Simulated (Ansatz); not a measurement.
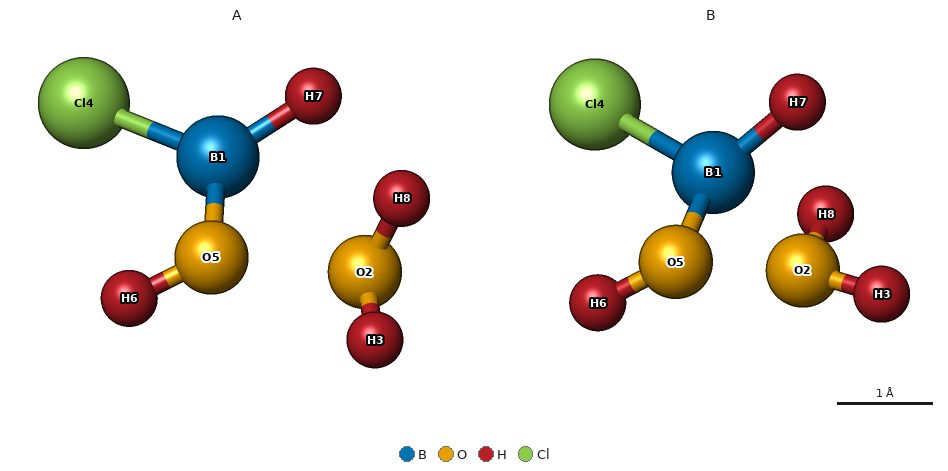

Two geometries of BH4O2Cl, drawn at one scale. One is the start of a relaxation, the other its converged end. Style: ball-and-stick. Shown at a tilt.

Level of theory: RKS PBE0/6-31G* in Ansatz. (no spin polarisation; force threshold 0.03 eV/Å; at most 50 steps)

Q: Which one is relaxed?

A: Structure B is the relaxed one. The run prepares an end point of a later path (reaction) calculation, from a guessed geometry. The atom that moves furthest after the best rigid fit is H8 (0.93 Å). Largest moves by element: H 0.93 Å, O 0.58 Å, Cl 0.45 Å, B 0.28 Å. Some distances before and after: B1–O2 2.608 → 1.896 Å, B1–Cl4 1.769 → 1.830 Å, B1–O5 1.349 → 1.368 Å, O2–H8 0.984 → 0.970 Å. Among the angles between lasting bonds that change: H3–O2–H8 102.8° → 106.5°, Cl4–B1–H7 119.0° → 115.4°, Cl4–B1–O5 121.8° → 119.0°. After 22 accepted moves (27 points after the start) the energy has fallen by 3.97 kcal/mol. Largest force component: 0.81 eV/Å at the start, 0.011 eV/Å at the end. The line search rejected the trial steps at points 3, 17, 20, 22, 26 of the run. The forces were under the threshold at step 23, but the run went on from there.
